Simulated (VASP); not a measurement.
Given:

```
CELL_PARAMETERS angstrom
      4.26290     0.00000     0.00000
      0.00000     4.26290     0.00000
      0.00000     0.00000     4.26290
ATOMIC_POSITIONS crystal
  Ba 0.00000 0.00000 0.00000
  Hf 0.50000 0.50000 0.50000
  O  0.50000 0.00000 0.50000
  O  0.00000 0.50000 0.50000
  O  0.50000 0.50000 0.00000
```

Calculation: vdW-DF2, VASP's PBE PAW potentials (set 64) (plane waves; VASP 6.6.1). Run with 520 eV cut-off, 6×6×6 Γ-centred mesh, tetrahedra with Blöchl corrections, potentials Ba_sv Hf_pv O.

Unless said otherwise, spin-orbit coupling is left out, though it shifts the bands of the heavy elements here.

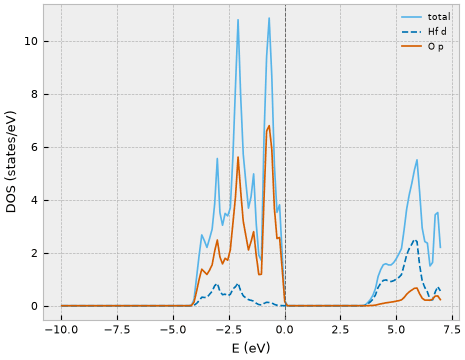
Fig. 1. Total and projected density of states, zero at the valence-band maximum

Within 2 eV below the valence-band maximum the largest weight inside VASP's projection spheres is O p.

The gap is indirect, 3.59 eV, from the valence maximum at R to the conduction minimum at Γ.

The compound is BaHfO3 in the cubic perovskite structure. It was relaxed first, which changed the volume by +7 %.
